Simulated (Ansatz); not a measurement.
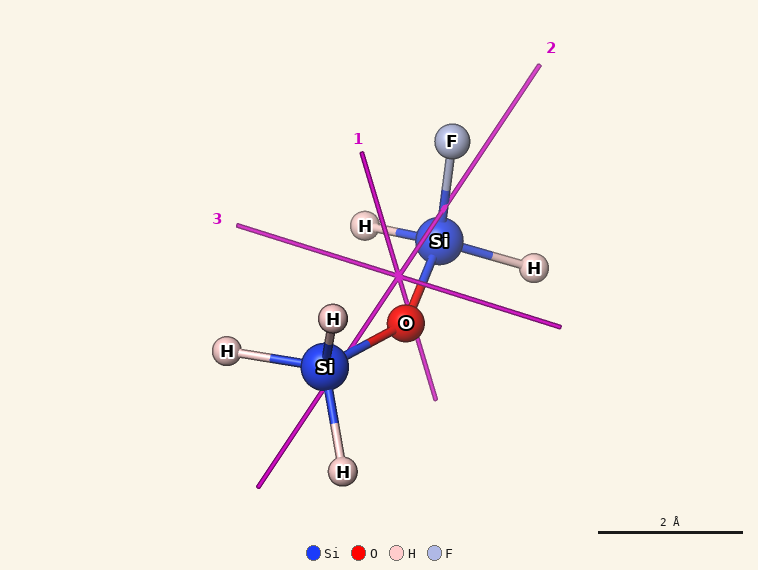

The three principal axes of inertia are drawn and numbered. Depth is shown by fading: the farther an atom, the more it takes the colour of the background. The geometry was computed by an optimisation with PBE0-D4/def2-TZVP. Masses are those of the most abundant isotopes; constants are for the rigid equilibrium geometry.

> Which line is the a axis (least moment of inertia), which b and which c?

a is line 2, b is line 1, c is line 3; the moments are 40.3, 236, 262 u Å².

> Classify the rotor and give the rotational constants (cm⁻¹).

An asymmetric top (C1): A = 0.418, B = 0.0713, C = 0.0645 cm⁻¹. Ray's parameter κ is −0.96, close to the prolate limit.
